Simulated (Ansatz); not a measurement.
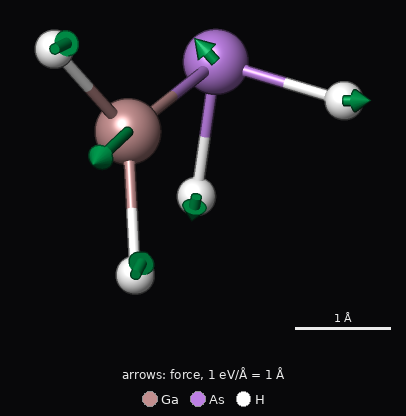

Starting geometry of GaAsH4 with the computed forces as green arrows. The picture is a ball-and-stick view, seen from a free direction.

The start comes from GFN2-xTB.

Method: RKS PBE0-D4/def2-TZVP in Ansatz. Set-up: force threshold 0.005 eV/Å; at most 150 steps.

Is this structure relaxed? If not, where do the atoms go?

It isn't relaxed: the largest force vector, on the Ga atom, is 1.10 eV/Å. The final displacements have little in common with the starting forces (cosine between the two patterns 0.05). The largest moves after the best rigid fit, 0.83 Å, are those of H atoms. By element the largest moves are H 0.83 Å, As 0.41 Å, Ga 0.18 Å. Among the contacts that change: Ga–H 1.610 → 1.570 Å, As–Ga 2.424 → 2.413 Å, As–H 1.513 → 1.521 Å. Bond angles that change, for instance: H–Ga–H 106.9° → 121.1°, As–Ga–H 128.6° → 119.3°, Ga–As–H 86.7° → 92.9°. Groups turn about As–Ga by about 70°. The energy falls by 0.213 eV in 10 geometry steps. The largest force component goes from 1 to 0.001 eV/Å.
